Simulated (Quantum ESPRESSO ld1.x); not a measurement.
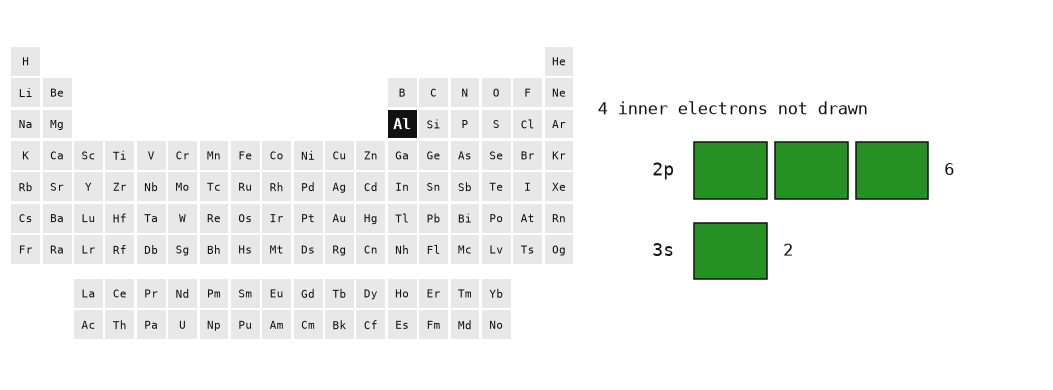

Fig. 1: Left, the place of aluminium in the periodic table; right, the outer shells as the input fills them: a box for each of the 2l + 1 orbitals, shaded by the share of the shell that is filled, with the electron count at the right.

**Al⁺: atomic calculation**

The Al⁺ ion in the configuration [Ne] 3s2. Computed at this level: Dirac Kohn-Sham, relativistic LDA (MacDonald-Vosko exchange, VWN5 correlation), spin-unpolarised, spherical densities, point nucleus (Quantum ESPRESSO ld1.x 7.5).

## Key numbers

| quantity | value |
| --- | --- |
| outcome | converged |
| total energy | −241.454650 hartree |
| kinetic energy | 241.532440 hartree |
| electron–nucleus energy | −574.850792 hartree |
| Hartree energy | 109.048508 hartree |
| exchange–correlation energy | −17.184806 hartree |
| radius at density 0.001 e/bohr³ | 3.89 bohr |
| SCF iterations | 19 |
| hardware | 1 CPU thread, shared host |
| wall time | 1.2 s |

## The input
```
 &input
    zed=13.0,
    iswitch=1,
    rel=2,
    dft='RXC-VWN',
    config='[Ne] 3s2',
    rel_dist='energy',
    verbosity='high',
    lsmall=.true.,
    prefix='ld1',
    max_out_wfc=37,
    file_charge='ld1.rho',
 /
```

## Output
```
     Program LD1 v.7.5 starts

     --------------------------- All-electron run ----------------------------

     dirac relativistic calculation

     atomic number is 13.00
     dft =RXC-VWN   lsd =0 sic =0 latt =0  beta=0.20 tr2=1.0E-14
     Exchange-correlation= RXC-VWN
                           (   3   2   0   0   0   0   0)
     mesh =1897 r(mesh) =  99.78827 a.u. xmin = -8.00 dx = 0.00800
     1 Ry =  13.60569312 eV, c = 137.03599908

     n l j   nl                  e(Ry)          e(Ha)          e(eV)
     Spin orbit split results
     1 0 0.5 1S 1( 2.00)    -111.033834641     -55.516917320  -1510.6922804
     2 0 0.5 2S 1( 2.00)      -8.508902451      -4.254451225   -115.7695156
     2 1 0.5 2P 1( 2.00)      -5.760778067      -2.880389034    -78.3793785
     2 1 1.5 2P 1( 4.00)      -5.728351352      -2.864175676    -77.9381906
     3 0 0.5 3S 1( 2.00)      -1.095963969      -0.547981984    -14.9113494
     Averaged results
     1 0     1S 1( 2.00)    -111.033834641     -55.516917320  -1510.6922804
     2 0     2S 1( 2.00)      -8.508902451      -4.254451225   -115.7695156
     2 1     2P 1( 6.00)      -5.739160257      -2.869580129    -78.0852532
     3 0     3S 1( 2.00)      -1.095963969      -0.547981984    -14.9113494

     final scf error:  9.3E-15 reached in  19 iterations

     Etot =    -482.909300 Ry,    -241.454650 Ha,   -6570.315738 eV

     Ekin =     483.064880 Ry,     241.532440 Ha,    6572.432512 eV
     Encl =   -1149.701584 Ry,    -574.850792 Ha,  -15642.486929 eV
     Eh   =     218.097016 Ry,     109.048508 Ha,    2967.361076 eV
     Exc  =     -34.369612 Ry,     -17.184806 Ha,    -467.622398 eV

     normalization and overlap integrals

     s(1S/1S) =  1.000000  <r> =   0.1207  <r2> =    0.0196  r(max) =   0.0788
     LC norm =  0.99790671 + SC norm =  0.00209329 =  1.00000000
     s(1S/2S) =  0.000000
     s(1S/3S) = -0.000000
     s(2S/2S) =  1.000000  <r> =   0.6291  <r2> =    0.4750  r(max) =   0.5001
     LC norm =  0.99971546 + SC norm =  0.00028454 =  1.00000000
     s(2S/3S) =  0.000000
     s(2P/2P) =  1.000000  <r> =   0.6026  <r2> =    0.4623  r(max) =   0.4262
     LC norm =  0.99973552 + SC norm =  0.00026448 =  1.00000000
     s(2P/2P) =  1.000000  <r> =   0.6049  <r2> =    0.4657  r(max) =   0.4296
     LC norm =  0.99973686 + SC norm =  0.00026314 =  1.00000000
     s(3S/3S) =  1.000000  <r> =   2.3682  <r2> =    6.4751  r(max) =   1.9958
     LC norm =  0.99996525 + SC norm =  0.00003475 =  1.00000000

     LC charge = 11.99359333 + SC charge =  0.00640667 = 12.00000000

     ------------------------ End of All-electron run ------------------------
```

## Orbitals

| orbital | occupation | energy (eV) | ⟨r⟩ (bohr) | outer maximum (bohr) |
| --- | --- | --- | --- | --- |
| 1s | 2 | −1510.7 | 0.1207 | 0.0788 |
| 2s | 2 | −115.770 | 0.6291 | 0.500 |
| 2p1/2 | 2 | −78.379 | 0.6026 | 0.426 |
| 2p3/2 | 4 | −77.938 | 0.6049 | 0.430 |
| 3s | 2 | −14.911 | 2.368 | 2.00 |

## Slater integrals of the outer shells (hartree)

```csv
integral,value
"F0(3s1/2,3s1/2)",0.3809
"F0(3s1/2,2p3/2)",0.5073
"G1(3s1/2,2p3/2)",0.0341
"F0(3s1/2,2p1/2)",0.5075
"G1(3s1/2,2p1/2)",0.0341
"F0(3s1/2,2s1/2)",0.5052
"G0(3s1/2,2s1/2)",0.0269
"F0(2p3/2,2p3/2)",1.5264
```

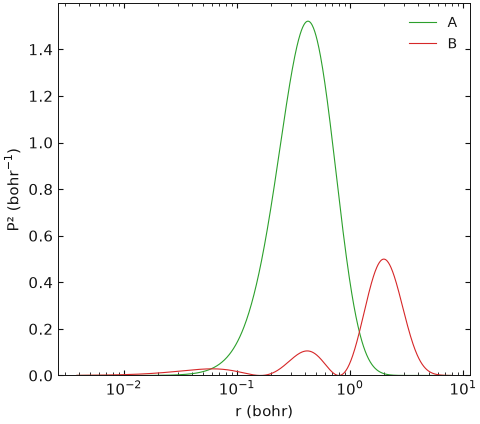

Fig. 2: The radial probability densities P² (large components) of 2p1/2 and 3s. A is 2p1/2; B is 3s. 2p1/2: outer maximum at 0.426 bohr, ⟨r⟩ = 0.603 bohr, 0 nodes, eigenvalue −78.4 eV; 3s: outer maximum at 2.00 bohr, ⟨r⟩ = 2.37 bohr, 2 nodes, eigenvalue −14.9 eV.

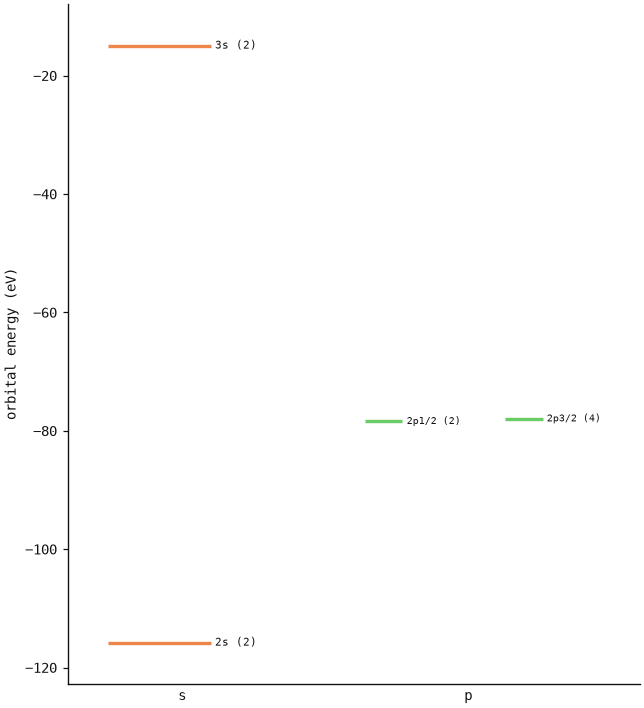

Fig. 3: The outer levels are drawn (occupations in brackets, the lower j at the left of each column). The highest occupied level is 3s at −14.9 eV. From the top down the occupied levels run 3s (−14.9 eV), 2p3/2 (−77.9 eV), 2p1/2 (−78.4 eV), 2s (−115.8 eV). Spin-orbit splittings: 2p 0.441 eV.

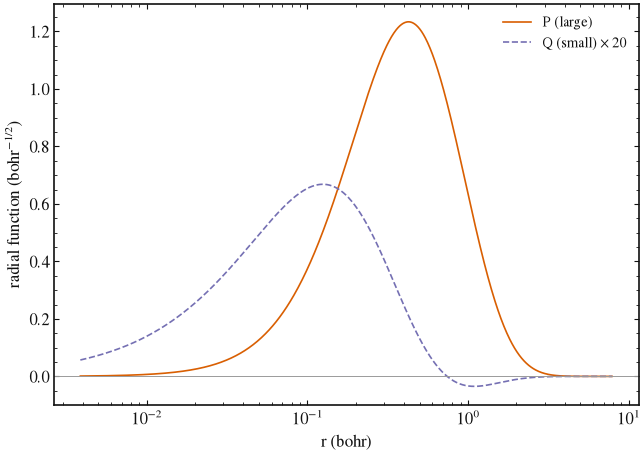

Fig. 4: The large and small radial components of one occupied spinor. It is 2p1/2. The spinor has κ = 1: the large component has l = 1 and 0 radial nodes, the small one has l = 0. The small component carries 0.026 % of the norm; ⟨r⟩ = 0.603 bohr and the eigenvalue is −78.4 eV. The nodes of P give n − l − 1 and its extent picks the shell; Q has as many nodes as P for κ < 0 and one more for κ > 0.
